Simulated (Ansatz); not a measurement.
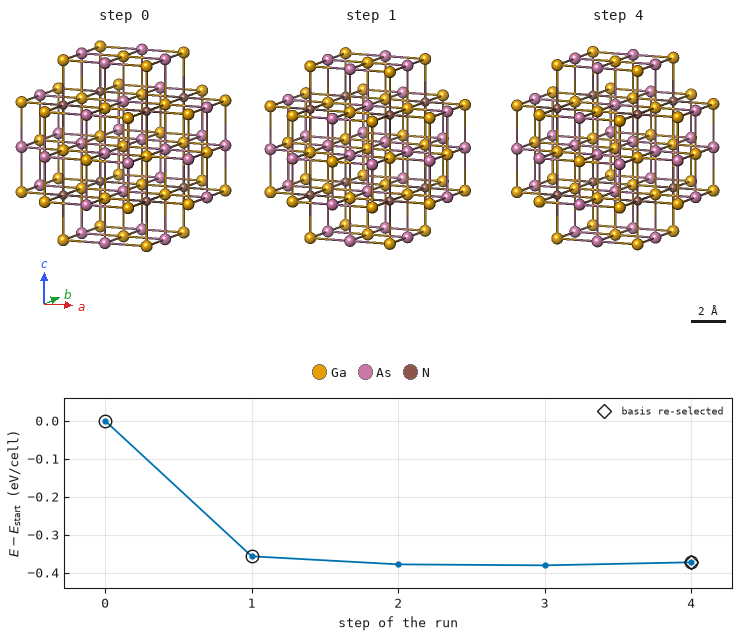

Frames of a relaxation of crystalline Ga$_{4}$As$_{3}$N (a generated structure, set up in Pm-3m) (coarse preliminary run), marked on the history of the run. Style: ball-and-stick. Shown: the cell of the calculation, slightly off an axis.

These are results of DFT PBE, scalar-relativistic, plane waves, PAW (Ansatz 0.2.0), not measurements. (plane-wave cutoff 420 eV; k-point mesh 4 × 4 × 4; occupations gaussian; smearing width 0.1 eV; no spin polarisation; cell and atoms relaxed; force threshold 0.04 eV/Å; at most 70 steps)

Q: What happens along the run?

A: The energy falls by 0.373 eV per cell of the calculation in 3 accepted moves (4 points after the start). All forces vanish by symmetry, so only the cell relaxes. Pressure: −6.53 GPa at the start and −0.09 GPa at the end. At 1 point the geometry stayed and the basis and grid were re-selected for the new cell (energy shift of 8.0 meV per cell of the calculation at most each time). The atoms keep their places relative to the cell (all moves are under 0.005 Å). Cell: a = b = c 5.384 → 5.187 Å (−3.7 %). Volume −10.6 %. Some distances before and after: As–Ga 2.692 → 2.593 Å, Ga–N 2.692 → 2.593 Å. The space group stays Pm-3m (No. 221). From step 0 to 1: volume −13.1 %, energy −0.357 eV per cell of the calculation. From step 1 to 4: volume +2.8 %, energy −15.8 meV per cell of the calculation.

```tsv
step	E − E(0), meV/atom	pressure, GPa	volume, Å³/atom	note
0	0.00	-6.53	19.512	
1	-44.60	2.33	16.962	
2	-47.25	-0.58	17.564	
3	-47.58	-0.05	17.441	
4	-46.57	-0.09	17.441	same geometry, new basis
```
